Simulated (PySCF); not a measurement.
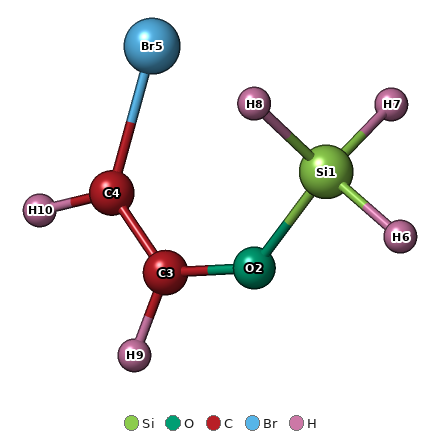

C₂H₅BrOSi, SMILES [SiH3]O/C=C\Br. Vertical core-electron binding energies by ΔSCF (SCAN, def2-TZVP on the ionised atom, pcseg-1 elsewhere, spin-free X2C; PySCF, at a PBE0-D3(BJ)/def2-SVP geometry (no frequency check)), gas phase, against the vacuum level. One atom of each kind was ionised; within a panel, areas follow the number of like atoms and 2j + 1 (2p levels are split by first-order spin-orbit coupling, an approximation), each panel is scaled alone, Gaussians of 1.0 eV full width. Only the regions named are shown. Lines closer than the width merge in the curve.

Question: Predict the Si 2p, C 1s and Si 1s photoelectron lines.

Answer:
```tsv
level	atoms	binding energy (eV)
Si 2p1/2	Si1	108.6
Si 2p3/2	Si1	108.0
C 1s	C3	292.8
C 1s	C4	291.7
Si 1s	Si1	1851.5
```

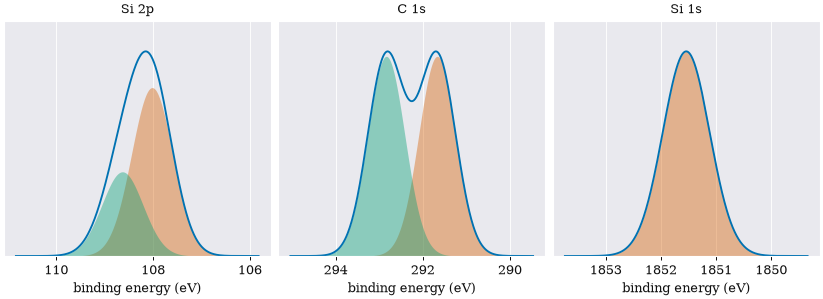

Caveats: one conformer of a flexible molecule.
